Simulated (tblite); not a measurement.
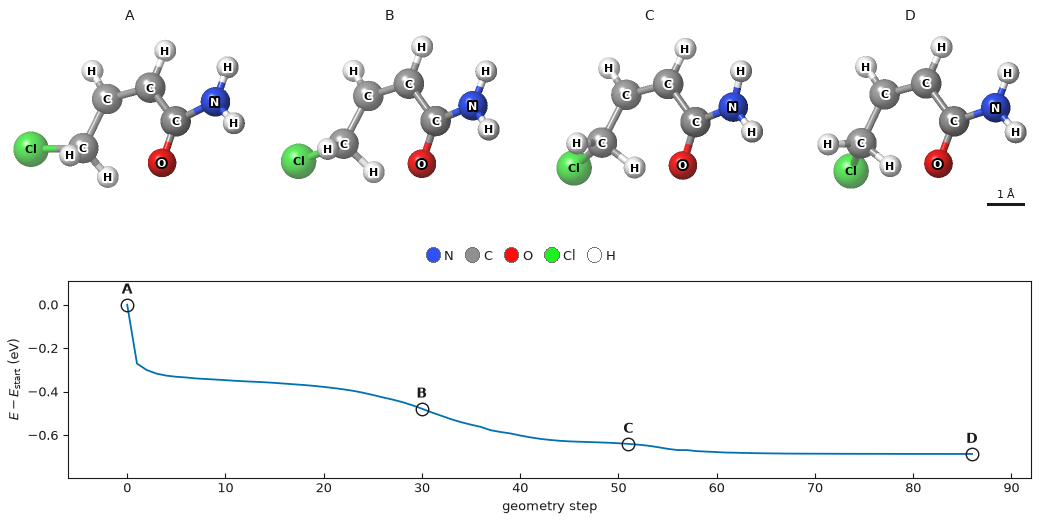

Frames of a relaxation of C4H6ClNO (charge +1, multiplicity 2), marked on the history of the run. The picture is a ball-and-stick view, seen at a tilt.

Level of theory: GFN2-xTB geometry optimisation, gas phase in tblite. 

What happens along the run?

Answer. The atom that moves furthest after the best rigid fit is the Cl atom (1.29 Å). Largest moves by element: Cl 1.29 Å, H 1.10 Å, O 0.30 Å, N 0.26 Å, C 0.22 Å. Among the contacts that change: C–C 1.442 → 1.331 Å, C–H 1.092 → 1.166 Å, C–Cl 1.788 → 1.746 Å, C–N 1.348 → 1.320 Å. Bond angles that change, for instance: C–C–H 111.4° → 102.4°, C–C–H 116.3° → 122.3°, C–C–Cl 109.5° → 115.3°. Groups turn about C–C by about 55°. The energy falls by 0.687 eV in 86 geometry steps. From step 0 to 30: an H atom moves most (0.49 Å), energy −0.478 eV. From step 30 to 51: the Cl atom moves most (0.48 Å), energy −0.162 eV. From step 51 to 86: the Cl atom moves most (0.47 Å), energy −0.046 eV.
